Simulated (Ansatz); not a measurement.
# InPH4O (SMILES O[PH][InH2]): CAM-B3LYP/def2-SVPD (core potential)

What is the energy change on altering one bond length of InPH4O at CAM-B3LYP/def2-SVPD (core potential)? 

The results are computed with Ansatz 0.2.0.

53 further runs of the same task are left out: 53 set aside as unsound or not needed. Runs told in other sessions of the task aren't counted.

### Step 1. The system as given

InPH4O: 7 atoms, total charge 0, spin state singlet. SMILES: `O[PH][InH2]`. Geometry: relaxed at PBE0-D4/def2-TZVP. This is one conformer, not always the lowest.

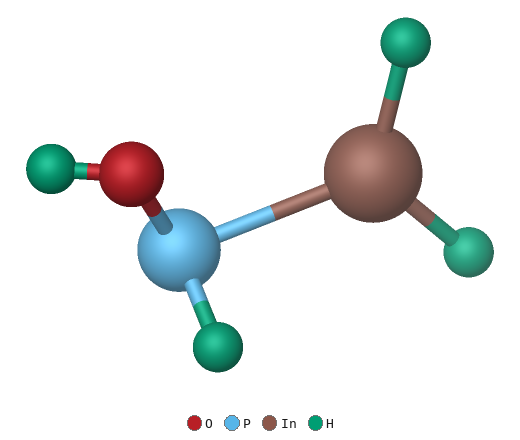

Viewed from a chosen angle; oxygen red, phosphorus blue, indium brown, hydrogen teal.

### Step 2. The energy at CAM-B3LYP/def2-SVPD (core potential)

File input.yaml:

```yaml
crystal:
  periodic: [false, false, false]
  atoms:
    - {symbol: O, position_ang: [-1.844500, 0.146900, 0.079200]}
    - {symbol: P, position_ang: [-0.622800, -0.370000, -0.935500]}
    - {symbol: In, position_ang: [1.396900, 0.365900, 0.345900]}
    - {symbol: H, position_ang: [-2.634300, 0.311800, -0.441900]}
    - {symbol: H, position_ang: [-0.483700, -1.722100, -0.492200]}
    - {symbol: H, position_ang: [1.278200, 1.623200, 1.518000]}
    - {symbol: H, position_ang: [2.910100, -0.355700, -0.073500]}
basis:
  gaussian: {orbitals: def2-SVPD}
hamiltonian: {xc: {name: CAM-B3LYP}}
accuracy: high
output: {orbitals: {seedname: orbitals}}
```

Launch:

```sh
ansatz run input.yaml --threads 1 --pin off --max-ram 3480MiB --events-out events.jsonl --progress --plain --runs-dir runs
```

The program printed:

```text
Warning: RAYON_NUM_THREADS=1 ignored (pool sized by the plan → 1); use --threads N
Functional definition: CAM-B3LYP
  name "CAM-B3LYP"
  parameter alpha = 0.19
  parameter beta = 0.46
  parameter omega = 0.33/bohr
  parameter ac = 0.81
  exchange = (1 - alpha - beta)*b88_x + beta*b88_x_sr(omega) + alpha*exact_x + beta*exact_x_lr(omega)
  correlation = (1 - ac)*vwn5_c + ac*lyp_c
2372 factors; integrals over basis functions are off by at most 3.2e-9 eV
647 factors; integrals over basis functions are off by at most 1.8e-9 eV
mean field evaluation 1: about -16565.0701 eV, gradient 4.5e1 eV
mean field evaluation 2: about -16560.9381 eV, gradient 6.6e1 eV
mean field evaluation 4: about -16568.7309 eV, gradient 1.2e0 eV
mean field evaluation 8: about -16568.8038 eV, gradient 3.9e-2 eV
mean field evaluation 16: about -16568.8038 eV, gradient 5.0e-5 eV
mean field -16568.80383820 eV, -608.8923103153 hartree, gradient 2.5e-8 eV, S^2 0.000000; 0 other end points of the search recorded, 0 dependent functions left out
reference -16568.80385855 eV, -608.8923110630 hartree; 24, 24 occupied and 87, 87 virtual orbitals, 2372 factors
Total energy: -16568.80385855 eV, -608.8923110630 hartree
```

It took 16 s on 1 thread of Arm Neoverse V1, shared host; peak memory 0.5 GiB.

### Step 3. The distorted shape, same level

File input.yaml:

```yaml
crystal:
  periodic: [false, false, false]
  atoms:
    - {symbol: O, position_ang: [-1.725990, 0.122157, 0.157391]}
    - {symbol: P, position_ang: [-0.504290, -0.394743, -0.857309]}
    - {symbol: In, position_ang: [1.515410, 0.341157, 0.424091]}
    - {symbol: H, position_ang: [-2.634300, 0.311800, -0.441900]}
    - {symbol: H, position_ang: [-0.365190, -1.746843, -0.414009]}
    - {symbol: H, position_ang: [1.396710, 1.598457, 1.596191]}
    - {symbol: H, position_ang: [3.028610, -0.380443, 0.004691]}
basis:
  gaussian: {orbitals: def2-SVPD}
magnetization: {spin_polarized: false, initial_magnetization: 0}
hamiltonian: {xc: {name: CAM-B3LYP}}
accuracy: high
output: {orbitals: {seedname: orbitals}}
```

Launch:

```sh
ansatz run input.yaml --threads 1 --pin off --max-ram 3480MiB --events-out events.jsonl --progress --plain --runs-dir runs
```

The program printed, shortened:

```text
Warning: RAYON_NUM_THREADS=1 ignored (pool sized by the plan → 1); use --threads N
[... 8 set-up lines as earlier in the session ...]
2379 factors; integrals over basis functions are off by at most 3.2e-9 eV
649 factors; integrals over basis functions are off by at most 2.0e-9 eV
mean field evaluation 1: about -16564.7419 eV, gradient 4.4e1 eV
mean field evaluation 2: about -16559.8426 eV, gradient 6.8e1 eV
mean field evaluation 4: about -16568.3503 eV, gradient 1.2e0 eV
mean field evaluation 8: about -16568.4182 eV, gradient 4.4e-2 eV
mean field evaluation 16: about -16568.4183 eV, gradient 7.4e-5 eV
mean field -16568.41825016 eV, -608.8781402162 hartree, gradient 3.5e-8 eV, S^2 0.000000; 0 other end points of the search recorded, 0 dependent functions left out
reference -16568.41827061 eV, -608.8781409678 hartree; 24, 24 occupied and 87, 87 virtual orbitals, 2379 factors
Total energy: -16568.41827061 eV, -608.8781409678 hartree
```

Run time: 17 s. Hardware: 1 thread of Arm Neoverse V1, shared host; peak memory 0.5 GiB.

### Step 4. Summary of results

Level: CAM-B3LYP/def2-SVPD (core potential).

| quantity | value |
| --- | --- |
| first shape: total energy | -608.89231 Eh |
| first shape: HOMO energy | -7.80 eV |
| first shape: LUMO energy | -1.00 eV |
| first shape: HOMO–LUMO gap | 6.80 eV |
| distorted shape: total energy | -608.87814 Eh |
| distorted shape: HOMO energy | -7.73 eV |
| distorted shape: LUMO energy | -0.98 eV |
| distorted shape: HOMO–LUMO gap | 6.74 eV |
| energy change with the O1–H4 bond stretched from 0.960 to 1.105 Å | 0.386 eV |

In words: With the O1–H4 bond stretched from 0.960 to 1.105 Å the energy rises by 0.39 eV (8.9 kcal/mol). The first shape isn't relaxed at this level, so the change isn't measured from a minimum.
